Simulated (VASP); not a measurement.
Band structure of TiS2 (1T layered). Method: vdW-DF-cx, VASP's PBE PAW potentials (set 64) (plane waves; VASP).

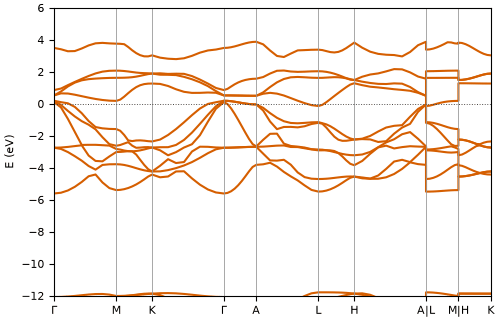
Fig. 1. Bands along high-symmetry lines, zero at the valence-band maximum or, without a gap, the Fermi level

### Question
Read the plot: is there a gap, and where are the band edges?

### Answer
It has no gap at this level: it comes out as a metal or semimetal. (Edges off the drawn lines would not show.)

The compound is TiS2 in the 1T layered structure. It was relaxed first.
